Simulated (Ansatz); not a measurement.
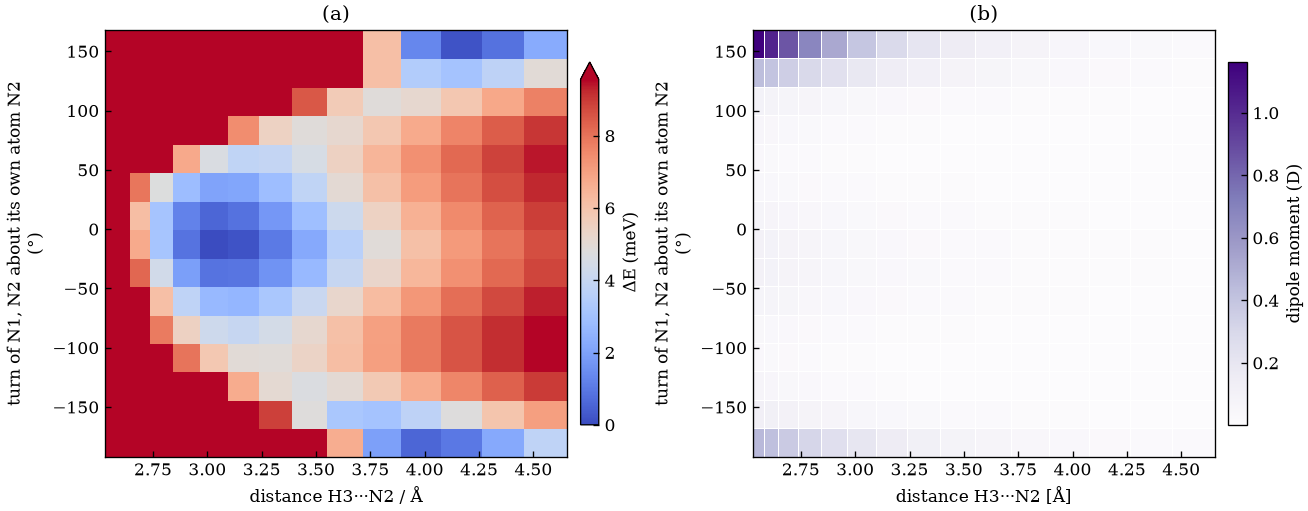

The pair N₂···H₂. 
- The turn is about an axis along (0.92, 0.40, 0.02) in the frame of the relaxed pair, normal to the line between the partners.
- The first coordinate is: distance H3···N2; the second: turn of N1, N2 about its own atom N2.
- The scan uses a 15 × 15 grid.
- Points are written as (first, second).
- Energies are in meV, from the lowest grid point.
- Computed with RKS PBE0-D4/def2-TZVPD in Ansatz 0.2.0.

Panel (a) is the energy and panel (b) the computed dipole moment on the same grid.

Drawn: one coloured cell a grid point, one colour for all values above the top of the scale.

Question: How does the dipole moment vary over the map, and what is it at the lowest grid point?

Answer: Leaving out the highest fifth of the energies, it runs from 0.00 D at (4.555 Å, −132°) to 0.11 D at (3.632 Å, 156°). At the lowest grid point, (3.028 Å, −12°), it is 0.05 D.
